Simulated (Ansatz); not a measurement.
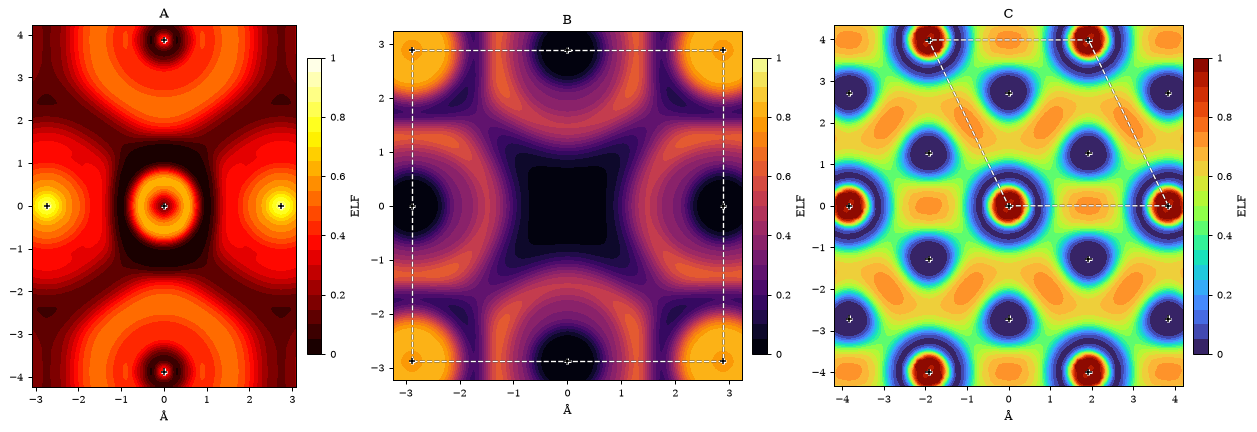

The ELF of 3 systems, each on a plane through atoms (crosses mark nuclei in the plane).

Theory: Ansatz 0.2.0, DFT PBE, scalar-relativistic, plane waves, PAW.

System 1: Na₃BiAu, the (101) plane of the conventional cell. Space group Pm-3m; a structure generated by program, which may or may not match a known phase; computed without spin polarisation.

```
Na Bi Au
1.0
     5.48150    0.00000    0.00000
     0.00000    5.48150    0.00000
     0.00000    0.00000    5.48150
Na Bi Au
3 1 1
Direct
  0.50000 0.00000 0.00000
  0.00000 0.50000 0.00000
  0.00000 0.00000 0.50000
  0.50000 0.50000 0.50000
  0.00000 0.00000 0.00000
```

System 2: LiBe₂, the (011) plane of the conventional cell. Space group P-3m1; a structure generated by program, which may or may not match a known phase; computed without spin polarisation.

```
CELL_PARAMETERS angstrom
3.84391 0.00000 0.00000
-1.92196 3.32893 0.00000
0.00000 0.00000 2.19863
ATOMIC_POSITIONS crystal
Li 0.00000 0.00000 0.00000
Be 0.66667 0.33333 0.70984
Be 0.33333 0.66667 0.29016
```

System 3: Hf₃Sb₄, the (100) plane of the conventional cell. Space group Pm-3m; a structure generated by program, which may or may not match a known phase.

> Which map belongs to which system?

Panel A is system 1, Na₃BiAu: the plane holds Na, Bi and Au. Na–Au (2.74 Å): the ELF is about 0.30 at the midpoint; no shared electron pair shows on this line. Panel B is system 3, Hf₃Sb₄: the plane holds Hf and Sb. Hf–Sb (2.88 Å): the ELF peaks at about 0.60 in the valence shell of Sb, 1.3 Å from its nucleus, and is about 0.50 at the midpoint. Panel C is system 2, LiBe₂: the plane holds Li and Be. Li–Be (2.31 Å): the ELF is about 0.40 at the midpoint.
